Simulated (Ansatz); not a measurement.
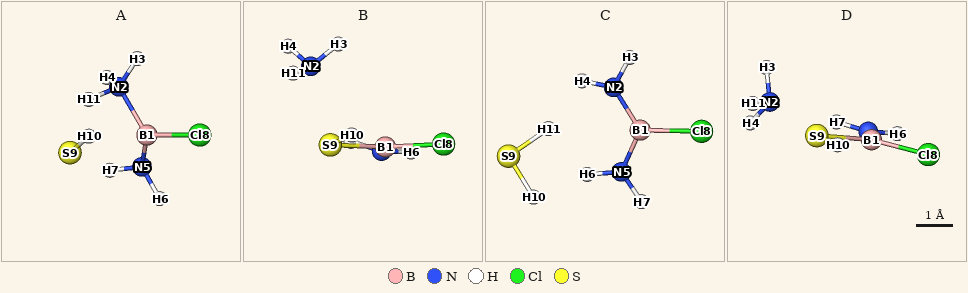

4 geometries from a converged minimum-energy path of BN₂H₆SCl, made up at the start of BN$_{2}$H$_{4}$Cl and H₂S, shuffled. The picture is a ball-and-stick view, seen from a free direction.

All numbers below come from Ansatz, RKS B3LYP/6-31G*. Set-up: 5 movable images; climbing image; force threshold 0.05 eV/Å; iteration limit 60; starting path through a guess of the saddle point.

Which frame is the transition state?

Answer. A. In order along the path, whose images run from 0 to 6: C (image 1, +0.4 kJ/mol), A (image 3, +121.5 kJ/mol), B (image 5, +26.9 kJ/mol), D (image 6, +8.5 kJ/mol). Breaking: B1–N2 (1.42 → 1.55 at the top → 3.77 Å), S9–H11 (1.36 → 1.87 at the top → 3.12 Å). Forming: B1–S9 (4.29 → 2.75 at the top → 1.85 Å), N2–H11 (2.32 → 1.15 at the top → 1.02 Å).

Limits of the set-up: the start holds two separate molecules, 2.3 Å apart at their closest, whose relative position is a soft coordinate and is computed without a dispersion correction.
